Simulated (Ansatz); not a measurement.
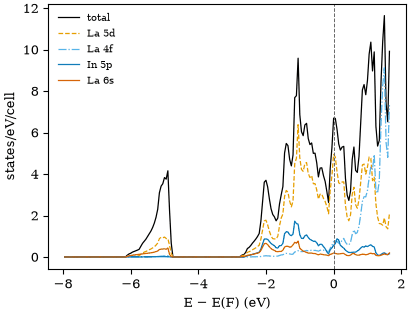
Total and projected density of states of La3In (Cu3Au type, Pm-3m), LDA in the plane-wave PAW code Ansatz

Task: Which orbitals carry the states next to the Fermi level?

Result: Within 0.5 eV of the Fermi level: La 5d 70 %, La 4f 12 %, In 5p 11 %. Projections are on Löwdin-orthogonalised atomic valence shells; empty p or d shells of many metals are not among them.

Task: Where is the tallest occupied peak in this window, and what makes it?

Result: Near -1.0 eV, about 9.6 states/eV per cell; the largest projected share is La 5d.

The workflow started from a Materials Project entry (that database holds measured and hypothetical structures alike); the Crystallography Open Database files this formula in space group No. 221, but the cells were not matched. Its standing as an ambient phase is unchecked. The cell was relaxed with LDA under the symmetry of its start; of distortions, only those at the zone centre were tested. Spin–orbit coupling is left out wherever it is not named.

Potentials: the later of the program's two PAW sets.
